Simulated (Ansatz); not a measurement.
**GaNH₆O: molecular dynamics (part 3 of 3)**

Continued. System: GaNH₆O. Method: RHF/def2-SVP (Ansatz 0.2.0). It belongs to a series of runs on one base structure; here: dynamics from the highest image of the converged band.

Geometry of the input (Å):
```
Ga -0.0021  0.1664  -0.0615
O  0.1402  0.2972  1.8786
H  -0.4685  -0.0866  2.4946
N  1.6091  -0.1848  -0.8233
H  1.7143  -0.4754  -1.7749
H  2.4804  0.1276  -0.4428
H  -1.3770  -0.3362  -0.6039
H  -0.1879  1.9437  0.5077
H  -0.0968  1.4108  1.3605
```

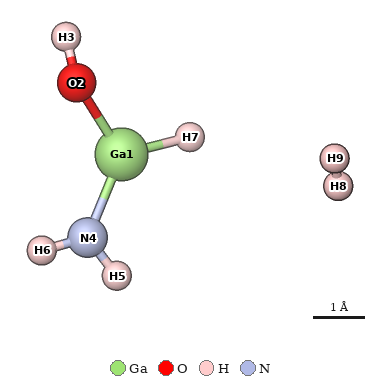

Figure 1. The geometry at step 109 of the log (ball-and-stick view, seen at a tilt; atoms are numbered from 1 in the order of the input).

### Trajectory as extended XYZ, continued
```
9
Properties=species:S:1:pos:R:3:forces:R:3 step=18 time_fs=9.0 energy=-55937.41827 temperature=245.5
Ga    0.0040    0.1615   -0.0573   -0.1116  -0.6295   1.3949
O     0.1200    0.2958    1.8659    0.4522  -0.8436  -0.3070
H    -0.4011   -0.0835    2.5486   -0.2036  -0.4289   0.0970
N     1.6045   -0.1766   -0.8285   -0.2352   0.0773  -0.1723
H     1.6381   -0.4342   -1.7901    0.0914  -0.0571  -0.2938
H     2.5157    0.0525   -0.4956    0.0739   0.0907   0.2397
H    -1.3927   -0.2728   -0.6112    0.0991   0.1696  -0.1260
H    -0.2055    2.0130    0.5901   -0.0549   0.7198  -0.4373
H    -0.1269    1.5522    1.2798   -0.1111   0.9017  -0.3953
9
Properties=species:S:1:pos:R:3:forces:R:3 step=27 time_fs=13.5 energy=-55937.83910 temperature=709.5
Ga    0.0067    0.1575   -0.0506   -0.1497  -0.9334   2.0364
O     0.1138    0.2854    1.8570    0.0266  -0.7597  -0.5753
H    -0.3794   -0.1468    2.5449    0.1627  -0.0736  -0.5746
N     1.6022   -0.1722   -0.8375   -0.1337   0.1041  -0.5742
H     1.6092   -0.4163   -1.8197    0.3312   0.2014   0.5129
H     2.5148    0.0323   -0.4666   -0.2854  -0.0942  -0.1658
H    -1.3948   -0.2136   -0.6498    0.1561   0.2507  -0.1064
H    -0.2230    2.1852    0.5293   -0.0189   0.4513  -0.0967
H    -0.1579    1.7656    1.1856   -0.0890   0.8532  -0.4562
9
Properties=species:S:1:pos:R:3:forces:R:3 step=36 time_fs=18.0 energy=-55938.30912 temperature=1228.2
Ga    0.0091    0.1510   -0.0382    0.0450  -0.8479   2.0799
O     0.1097    0.2667    1.8391    0.3593   0.1580  -1.6839
H    -0.3540   -0.2478    2.4708   -0.2763  -0.3048  -0.0333
N     1.5962   -0.1657   -0.8508   -0.5530   0.2962   0.3539
H     1.6374   -0.3782   -1.8170    0.2122  -0.0325  -0.5519
H     2.4912    0.0035   -0.4518    0.2811  -0.0056   0.1021
H    -1.3713   -0.1070   -0.7101   -0.0426   0.1995  -0.1051
H    -0.2501    2.4767    0.4094   -0.0802   0.7507  -1.0338
H    -0.2017    2.1198    1.0390    0.0545  -0.2134   0.8722
9
Properties=species:S:1:pos:R:3:forces:R:3 step=45 time_fs=22.5 energy=-55938.50120 temperature=1443.8
Ga    0.0115    0.1421   -0.0205   -0.0982  -0.5075   0.8538
O     0.1081    0.2476    1.8042   -0.1459  -0.2615  -0.6627
H    -0.3528   -0.3756    2.3556    0.1434   0.3452  -0.3471
N     1.5852   -0.1560   -0.8628    0.7159   0.0566  -0.6321
H     1.7037   -0.3306   -1.8585   -0.2404   0.2272   0.7783
H     2.4891   -0.0332   -0.4288   -0.4124  -0.1014  -0.0824
H    -1.3508    0.0369   -0.7869    0.0324   0.1045   0.0877
H    -0.2820    2.8421    0.2041    0.0951  -0.8278   1.8950
H    -0.2458    2.5054    0.9445   -0.0900   0.9647  -1.8906
9
Properties=species:S:1:pos:R:3:forces:R:3 step=55 time_fs=27.5 energy=-55938.55328 temperature=1499.1
Ga    0.0139    0.1307    0.0017   -0.1043   0.0024  -1.5066
O     0.1061    0.2248    1.7552   -0.0274  -0.2059   0.5637
H    -0.3480   -0.4801    2.1895   -0.0356   0.1554   0.3240
N     1.5798   -0.1431   -0.8796   -0.4824   0.1824   1.1844
H     1.7346   -0.2490   -1.8395   -0.0597  -0.0629  -1.2439
H     2.4452   -0.0885   -0.4017    0.5624  -0.0368   0.3455
H    -1.3184    0.2189   -0.8496    0.1409  -0.0562   0.3128
H    -0.3131    3.2175    0.0679   -0.0296   0.4636  -1.4450
H    -0.2987    3.0000    0.7457    0.0357  -0.4420   1.4651
9
Properties=species:S:1:pos:R:3:forces:R:3 step=64 time_fs=32.0 energy=-55938.42015 temperature=1351.5
Ga    0.0158    0.1204    0.0174    0.0884   0.4681  -3.4580
O     0.1038    0.2012    1.7184   -0.0028  -0.3791   2.2837
H    -0.3467   -0.5358    2.0983   -0.0435   0.1410   0.6254
N     1.5752   -0.1301   -0.8869    0.7278  -0.0811  -0.2933
H     1.7313   -0.1667   -1.9006   -0.1942   0.0773   1.2832
H     2.4417   -0.1526   -0.3550   -0.4446  -0.0567  -0.6449
H    -1.2674    0.3729   -0.8491   -0.1354  -0.1711   0.1910
H    -0.3435    3.5816   -0.1112    0.0011  -0.0648   0.2934
H    -0.3427    3.4252    0.6272    0.0032   0.0663  -0.2805
9
Properties=species:S:1:pos:R:3:forces:R:3 step=73 time_fs=36.5 energy=-55938.32073 temperature=1244.2
Ga    0.0179    0.1113    0.0238    0.2208   0.7213  -3.9260
O     0.1011    0.1726    1.7087   -0.1088  -0.7502   3.1478
H    -0.3484   -0.5557    2.1176    0.1172   0.4024   0.4381
N     1.5747   -0.1176   -0.8915   -0.8957  -0.0881   1.4861
H     1.7073   -0.0768   -1.8568    0.1951   0.0438  -1.3162
H     2.4164   -0.2268   -0.3856    0.7559  -0.1118   0.1273
H    -1.2405    0.4951   -0.8120   -0.2874  -0.2130   0.0375
H    -0.3717    3.9333   -0.2874   -0.0358  -0.1535   1.7326
H    -0.3881    3.8634    0.5085    0.0387   0.1493  -1.7272
9
Properties=species:S:1:pos:R:3:forces:R:3 step=82 time_fs=41.0 energy=-55938.41622 temperature=1351.5
Ga    0.0205    0.1043    0.0197   -0.2112   0.8451  -2.2897
O     0.0981    0.1365    1.7346    0.2291  -0.2746   1.7695
H    -0.3437   -0.5243    2.2318   -0.1848  -0.0656   0.4238
N     1.5693   -0.1065   -0.8848    1.1460  -0.2073  -0.8692
H     1.6965    0.0167   -1.8975   -0.2310  -0.1811   1.2779
H     2.4601   -0.3148   -0.4354   -0.7312   0.1833  -0.3874
H    -1.2615    0.5750   -0.7639   -0.0182  -0.2951   0.0735
H    -0.4031    4.2854   -0.3797    0.1084  -0.0618  -2.8188
H    -0.4297    4.3003    0.3069   -0.1071   0.0571   2.8203
9
Properties=species:S:1:pos:R:3:forces:R:3 step=91 time_fs=45.5 energy=-55938.51227 temperature=1456.0
Ga    0.0226    0.0995    0.0094   -0.3598   0.6595   0.1270
O     0.0965    0.0951    1.7831   -0.0035  -0.5610   0.4536
H    -0.3517   -0.4707    2.4002    0.1182   0.3426  -0.4251
N     1.5726   -0.0981   -0.8826   -0.5341  -0.1767   0.7001
H     1.6590    0.0921   -1.8360    0.0216   0.2375  -1.3839
H     2.4415   -0.3846   -0.5175    0.6647  -0.2239   0.5302
H    -1.2892    0.5995   -0.7038    0.0921  -0.2749  -0.0021
H    -0.4303    4.6345   -0.5806   -0.1044   0.2417   1.8237
H    -0.4752    4.7394    0.2141    0.1051  -0.2449  -1.8234
9
Properties=species:S:1:pos:R:3:forces:R:3 step=100 time_fs=50.0 energy=-55938.48087 temperature=1418.6
Ga    0.0237    0.0965   -0.0007   -0.2722   0.3035   2.1036
O     0.0966    0.0489    1.8352    0.5631   0.0928  -1.5411
H    -0.3641   -0.3840    2.5260   -0.3687  -0.1768  -0.0863
N     1.5758   -0.0918   -0.8795    0.8352  -0.0535  -1.2405
H     1.6179    0.1777   -1.8711    0.1524  -0.4625   1.1953
H     2.4617   -0.4677   -0.5462   -0.8024   0.4111  -0.2342
H    -1.3048    0.5733   -0.6463   -0.1076  -0.1129  -0.1964
H    -0.4617    4.9883   -0.6917   -0.0062   0.0184   0.0643
H    -0.5164    5.1731    0.0318    0.0064  -0.0202  -0.0645
9
Properties=species:S:1:pos:R:3:forces:R:3 step=109 time_fs=54.5 energy=-55938.36217 temperature=1288.2
Ga    0.0241    0.0945   -0.0052   -0.2320   0.0691   2.8374
O     0.1019    0.0023    1.8717    0.3811  -0.0612  -1.8093
H    -0.4213   -0.3069    2.5978   -0.1160   0.0786  -0.6653
N     1.5836   -0.0864   -0.8860   -1.2081   0.0432   0.8354
H     1.6082    0.2127   -1.8146    0.3344   0.2459  -1.3735
H     2.4153   -0.5084   -0.5821    0.8644  -0.3169   0.3586
H    -1.3359    0.5232   -0.6232   -0.0238  -0.0579  -0.1830
H    -0.4944    5.3516   -0.8119    0.1113  -0.4439  -1.2186
H    -0.5562    5.5971   -0.1415   -0.1113   0.4432   1.2182
9
Properties=species:S:1:pos:R:3:forces:R:3 step=118 time_fs=59.0 energy=-55938.33100 temperature=1256.7
Ga    0.0237    0.0926   -0.0019   -0.4263  -0.0140   2.7362
O     0.1128   -0.0447    1.8852    0.4328   0.0082  -2.1277
H    -0.5179   -0.2221    2.5659   -0.1740   0.0636  -0.5335
N     1.5831   -0.0804   -0.8898    0.7080  -0.0567  -0.9744
H     1.6542    0.2445   -1.8616    0.0370  -0.5280   1.1146
H     2.4317   -0.5589   -0.5868   -0.8077   0.5805  -0.1832
H    -1.3684    0.4610   -0.6331    0.2303  -0.0533  -0.0316
H    -0.5209    5.6860   -0.9861   -0.2177   0.9719   1.9334
H    -0.6022    6.0497   -0.2610    0.2177  -0.9722  -1.9337
9
Properties=species:S:1:pos:R:3:forces:R:3 step=127 time_fs=63.5 energy=-55938.49152 temperature=1432.7
Ga    0.0223    0.0907    0.0089    0.0792  -0.1627   2.0143
O     0.1281   -0.0914    1.8732   -0.0204   0.0529  -1.8494
H    -0.6373   -0.1279    2.4308    0.1183   0.0514  -0.3812
N     1.5849   -0.0747   -0.9003   -1.0589   0.0678   0.8133
H     1.7144    0.2194   -1.8242   -0.0393   0.3502  -1.2188
H     2.3850   -0.5502   -0.5898    0.8463  -0.4110   0.6203
H    -1.3637    0.3903   -0.6514    0.0749   0.0515   0.0017
H    -0.5590    6.0726   -1.0617    0.2443  -1.1888  -1.8381
H    -0.6366    6.4501   -0.4791   -0.2444   1.1886   1.8379
9
Properties=species:S:1:pos:R:3:forces:R:3 step=136 time_fs=68.0 energy=-55938.58884 temperature=1538.5
Ga    0.0212    0.0884    0.0252    0.6793  -0.2870   0.7086
O     0.1425   -0.1375    1.8396   -0.8839   0.2738  -1.1703
H    -0.7264   -0.0233    2.2194    0.6419  -0.1496   0.0875
N     1.5808   -0.0693   -0.9065    0.8370  -0.2761  -0.3580
H     1.7544    0.2122   -1.8755   -0.3418  -0.3702   1.0433
H     2.3966   -0.5553   -0.5241   -0.7704   0.6529  -0.3359
H    -1.3462    0.3296   -0.6697   -0.1622   0.1563   0.0249
H    -0.5876    6.4153   -1.2164   -0.1093   0.5636   0.7020
H    -0.6805    6.8943   -0.6181    0.1092  -0.5637  -0.7021
9
Properties=species:S:1:pos:R:3:forces:R:3 step=145 time_fs=72.5 energy=-55938.47918 temperature=1418.3
Ga    0.0218    0.0852    0.0433    0.8827  -0.2722  -1.4049
O     0.1486   -0.1805    1.7912   -0.3924   0.2346  -0.3020
H    -0.7283    0.0551    2.0431   -0.1247  -0.1628   1.0306
N     1.5799   -0.0661   -0.9120   -1.4975   0.1473   1.1851
H     1.7493    0.1690   -1.8478    0.1094   0.1827  -1.0386
H     2.3518   -0.4897   -0.4781    1.0287  -0.3035   0.3358
H    -1.3525    0.2975   -0.6802   -0.0062   0.1739   0.1941
H    -0.6196    6.7714   -1.3383   -0.1745   0.9527   0.9416
H    -0.7211    7.3252   -0.7900    0.1745  -0.9527  -0.9417
9
Properties=species:S:1:pos:R:3:forces:R:3 step=155 time_fs=77.5 energy=-55938.37306 temperature=1303.6
Ga    0.0252    0.0809    0.0587    0.3781   0.0000  -3.3606
O     0.1465   -0.2245    1.7364   -0.9212   0.2615   2.1206
H    -0.6990    0.0918    2.0498    0.6135  -0.4793   0.7204
N     1.5671   -0.0626   -0.9058    0.6860  -0.2354   0.3147
H     1.7398    0.1235   -1.8869   -0.1810  -0.1737   0.6922
H     2.3989   -0.4145   -0.4260   -0.6420   0.4430  -0.6522
H    -1.3619    0.3015   -0.6512    0.0666   0.1840   0.1649
H    -0.6638    7.2175   -1.4375    0.3827  -2.1879  -1.7164
H    -0.7575    7.7535   -1.0172   -0.3827   2.1879   1.7163
9
Properties=species:S:1:pos:R:3:forces:R:3 step=164 time_fs=82.0 energy=-55938.49487 temperature=1435.8
Ga    0.0295    0.0771    0.0631   -0.2005   0.2905  -3.4566
O     0.1361   -0.2618    1.7114    0.0814  -0.2715   3.0838
H    -0.5983    0.0475    2.2157    0.0673  -0.2226   0.3223
N     1.5578   -0.0611   -0.8938   -0.4642   0.1194   0.1704
H     1.7042    0.0609   -1.8663   -0.1697   0.0963  -0.4655
H     2.4068   -0.2955   -0.4517    0.7675  -0.1969   0.4200
H    -1.3605    0.3426   -0.5942   -0.0817   0.1848  -0.0744
H    -0.6907    7.5455   -1.5843   -0.2336   1.3853   0.8723
H    -0.8031    8.2123   -1.1642    0.2336  -1.3853  -0.8723
9
Properties=species:S:1:pos:R:3:forces:R:3 step=173 time_fs=86.5 energy=-55938.61021 temperature=1561.1
Ga    0.0331    0.0739    0.0583   -0.9455   0.3668  -1.6364
O     0.1248   -0.3015    1.7233    0.2717  -0.2930   2.4491
H    -0.4594   -0.0493    2.4240    0.1148  -0.1277  -0.4032
N     1.5491   -0.0593   -0.8795    1.4788  -0.0901  -0.3391
H     1.6372    0.0118   -1.8820   -0.1112   0.0165   0.4401
H     2.4660   -0.1905   -0.4510   -0.8575   0.0496  -0.3575
H    -1.3697    0.4177   -0.5485    0.0489   0.0780  -0.1529
H    -0.7282    7.9339   -1.6838   -0.0663   0.4072   0.1953
H    -0.8382    8.6109   -1.3585    0.0663  -0.4072  -0.1954
9
Properties=species:S:1:pos:R:3:forces:R:3 step=182 time_fs=91.0 energy=-55938.54728 temperature=1492.5
Ga    0.0341    0.0718    0.0490   -1.2250   0.2169   0.6757
O     0.1173   -0.3448    1.7626    0.5724  -0.1862   0.2725
H    -0.3096   -0.1661    2.5815   -0.2214   0.1279  -0.3533
N     1.5535   -0.0582   -0.8690   -0.4133   0.0358  -0.5616
H     1.5513   -0.0328   -1.8651    0.2584   0.0706  -0.1853
H     2.4563   -0.0858   -0.4776    0.7882  -0.1705   0.2495
H    -1.3681    0.5066   -0.5302    0.2407  -0.0944  -0.0974
H    -0.7676    8.3369   -1.7879    0.2529  -1.6040  -0.5847
H    -0.8714    8.9948   -1.5482   -0.2529   1.6040   0.5847
9
Properties=species:S:1:pos:R:3:forces:R:3 step=191 time_fs=95.5 energy=-55938.36164 temperature=1290.0
Ga    0.0320    0.0702    0.0415   -0.8076  -0.0482   2.3133
O     0.1169   -0.3904    1.8056    0.6193   0.0078  -1.5595
H    -0.2046   -0.2579    2.6740   -0.3975   0.2800  -0.0730
N     1.5589   -0.0567   -0.8646    0.8934   0.0163  -0.3339
H     1.5157   -0.0617   -1.8672    0.4001   0.1020   0.1197
H     2.5028   -0.0139   -0.4934   -0.7135  -0.2233  -0.3487
H    -1.3277    0.5796   -0.5323    0.0058  -0.1346  -0.1179
H    -0.7958    8.6671   -1.9107   -0.3228   2.1128   0.5158
H    -0.9156    9.4515   -1.7192    0.3228  -2.1128  -0.5158
9
Properties=species:S:1:pos:R:3:forces:R:3 step=200 time_fs=100.0 energy=-55938.31095 temperature=1231.7
Ga    0.0276    0.0686    0.0401   -0.1086  -0.2655   2.7927
O     0.1231   -0.4357    1.8323    0.3296   0.2503  -1.7428
H    -0.1635   -0.3012    2.7230   -0.2237   0.2506  -0.6365
N     1.5707   -0.0553   -0.8658   -0.4148  -0.0472  -0.7296
H     1.5479   -0.0727   -1.8672    0.1032   0.1086  -0.0091
H     2.4996    0.0211   -0.5380    0.5333  -0.1724   0.4237
H    -1.2861    0.6275   -0.5568   -0.2191  -0.1244  -0.0985
H    -0.8408    9.1066   -2.0071    0.2662  -1.8003  -0.2353
H    -0.9432    9.7989   -1.9166   -0.2662   1.8004   0.2353
```
